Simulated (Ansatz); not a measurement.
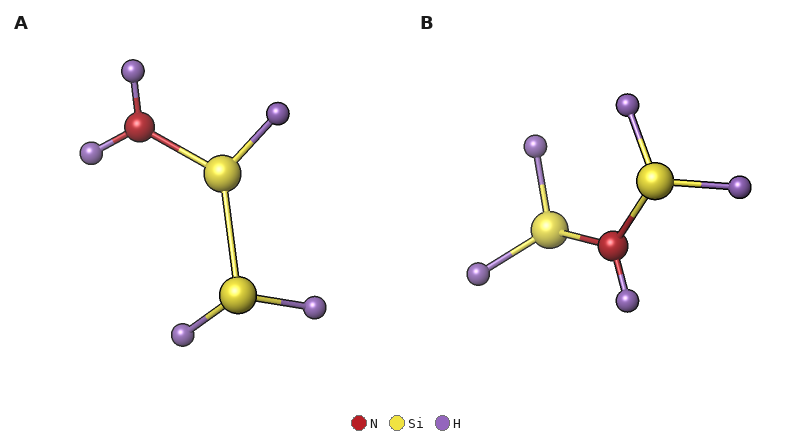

2 stationary structures of one formula. Geometries: PBE0-D4/def2-TZVP. Electronic energies: ωB97M-V/def2-TZVPP (Ansatz 0.2.0), without zero-point energy. No frequency run is at hand to confirm each as a minimum. Each is one conformer, not always the lowest.

### Which structure is the most stable?

A is lowest (C1); B lies 1.280 eV above it (C2).

Give E(B) − E(A) in eV at these levels too: ωB97M-V/def2-TZVPP; PBE0-D4/def2-TZVP; RHF-CCSD(T) (frozen core)/def2-TZVPP; r2SCAN-D4/def2-TZVPP; PBE-D4/def2-TZVPP; B3LYP-D4/def2-TZVPP; PBE0-D4/def2-TZVPP.

| level | E(B) − E(A) (eV) |
| --- | --- |
| ωB97M-V/def2-TZVPP | +1.280 |
| PBE0-D4/def2-TZVP | +1.050 |
| RHF-CCSD(T) (frozen core)/def2-TZVPP | +0.621 |
| r2SCAN-D4/def2-TZVPP | +0.836 |
| PBE-D4/def2-TZVPP | +0.809 |
| B3LYP-D4/def2-TZVPP | +0.847 |
| PBE0-D4/def2-TZVPP | +1.064 |
